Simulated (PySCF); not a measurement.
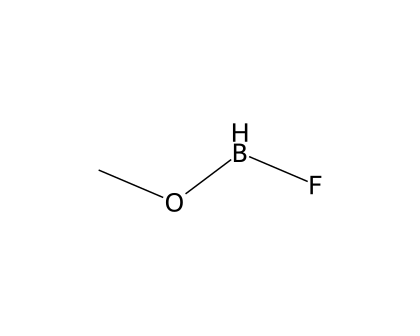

Transcribe the drawing into SMILES.

Answer. COBF

What is the molecular formula?

Answer. CH4BFO.

The parts below concern this one geometry. Atoms keep their numbers from picture to picture. The geometry was computed by an optimisation with PBE0-D3(BJ)/def2-SVP. No frequency run is at hand to confirm it as a minimum.

Geometry

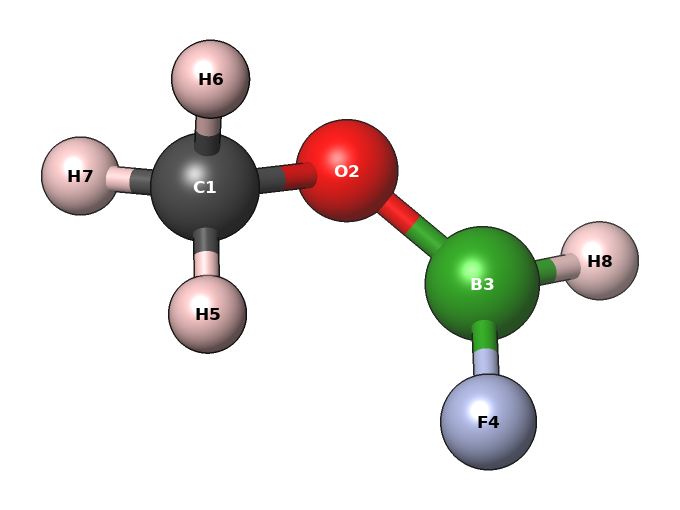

The atoms are numbered. No frequency run is at hand to confirm it as a minimum.

What is the geometry at B3?

Answer. B3 has 3 neighbours (O2 at 1.34, F4 at 1.33, H8 at 1.20 Å); the arrangement is trigonal planar.

How are the neighbours of atom 1 arranged?

Answer. C1 has 4 neighbours (O2 at 1.41, H5 at 1.10, H6 at 1.10, H7 at 1.10 Å); the arrangement is tetrahedral.

Describe the coordination of atom 2.

Answer. O2 has 2 neighbours (C1 at 1.41, B3 at 1.34 Å); the arrangement is bent.

What is the dihedral angle C1–O2–B3–F4?

Answer. 1° in size, that is syn (eclipsed).

Electronic properties

No frequency run is at hand to confirm it as a minimum. Level of theory: PBE0/IGLO-III, gas phase (PySCF 2.14.0).

Give the HOMO energy (Kohn–Sham orbital) at this level.

Answer. −9.30 eV.

Give the dipole moment at this level.

Answer. 1.42 D.

Give the LUMO energy (Kohn–Sham orbital) at this level.

Answer. 0.28 eV.

NMR shielding

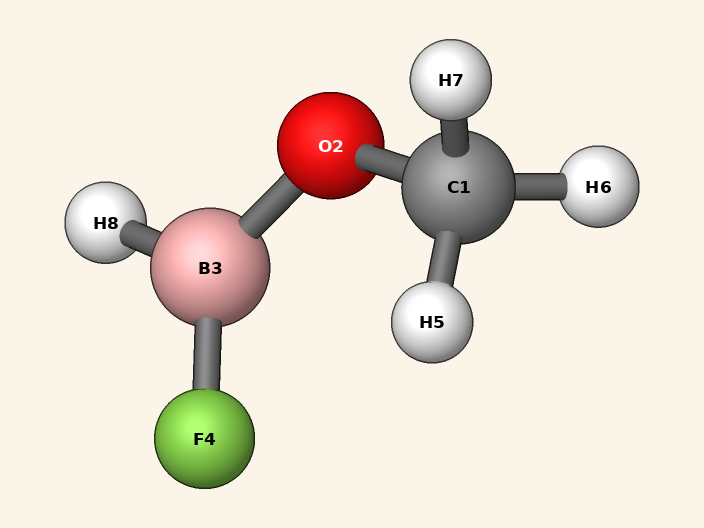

No frequency run is at hand to confirm it as a minimum. Method: GIAO PBE0/cc-pVDZ NMR shielding, non-relativistic, gas phase (PySCF 2.14.0). Principal shieldings σ11 ≤ σ22 ≤ σ33, span Ω = σ33 − σ11, skew κ = 3(σiso − σ22)/Ω.

Give the shielding tensors of the F atoms.

```json
{"atom": "F4", "σ11": "97.5", "σ22": "283.0", "σ33": "433.2", "σiso": "271.2", "Ω": "335.6", "κ": "−0.10"}
```

Shieldings and span in ppm.

Quadrupole coupling

No frequency run is at hand to confirm it as a minimum. Electric field gradients from the ground-state density, PBE0/aug-cc-pVDZ (PySCF 2.14.0), non-relativistic apart from any core potentials.

Give the largest field-gradient component, the quadrupole coupling constant and the asymmetry for 17O at O2 (Q = −25.6 mb), 11B at B3 (Q = 40.59 mb).

```tsv
atom	V_zz (a.u.)	e²qQ/h (MHz)	η
O2	1.388	−8.35	0.13
B3	0.303	2.89	0.76
```

Charges

The questions are on Mulliken charges. No frequency run is at hand to confirm it as a minimum. Properties computed with PBE0/cc-pVDZ, gas phase (PySCF 2.14.0).

Which atom carries the highest charge (most positive or least negative)?

Answer. B3 (0.17 e).

And the lowest?

Answer. O2 (−0.18 e).

List the Mulliken charges.

```
atom  value (e)
  C1       0.06
  O2      −0.18
  B3       0.17
  F4      −0.13
  H5       0.05
  H6       0.06
  H7       0.06
  H8      −0.10
```

Mulliken values depend strongly on the basis set and can even reverse the polarity of a bond.
